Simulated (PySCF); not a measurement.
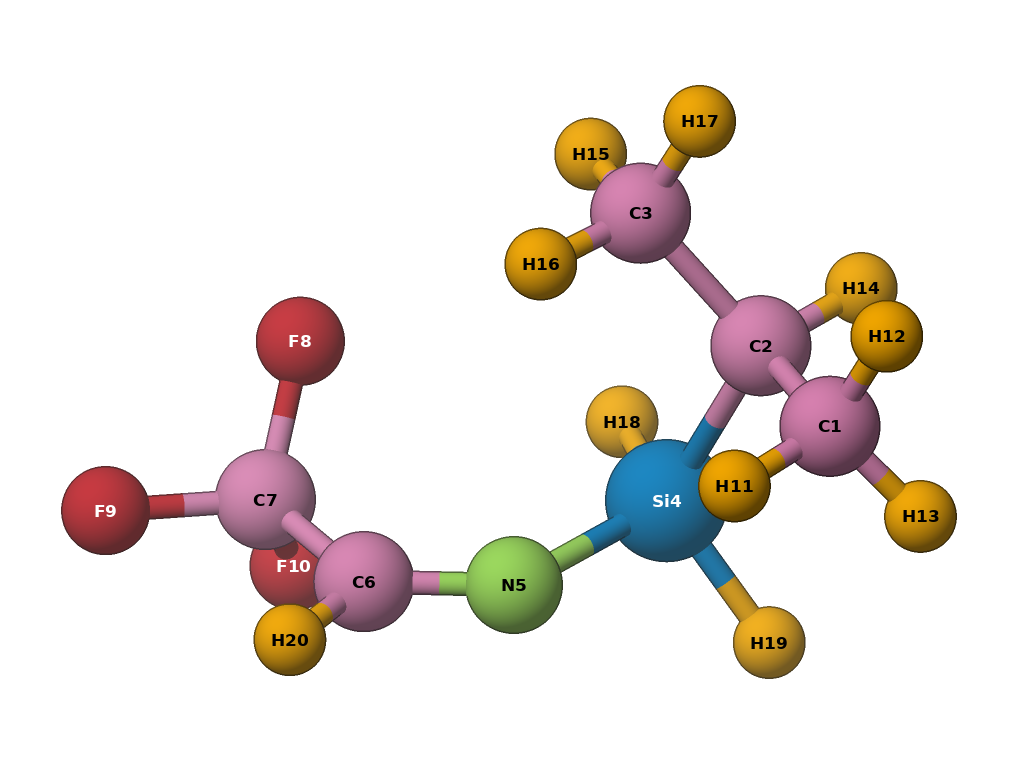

The geometry was computed by an optimisation with GFN2-xTB. No frequency run is at hand to confirm it as a minimum. Electric field gradients from the ground-state density, PBE0/pcSseg-1 (PySCF 2.14.0), non-relativistic apart from any core potentials.

Give the largest field-gradient component, the quadrupole coupling constant and the asymmetry for 14N at N5 (Q = 20.44 mb), 2H at H11 (Q = 2.86 mb), 2H at H12 (Q = 2.86 mb).

```tsv
atom	V_zz (a.u.)	e²qQ/h (MHz)	η
N5	−1.051	−5.05	0.90
H11	0.313	0.211	0.02
H12	0.312	0.210	0.02
```

The geometry is semi-empirical. Around Si such bond lengths and angles can be off by a tenth of an ångström or more and by several degrees, and values that hang on the shape move with them.
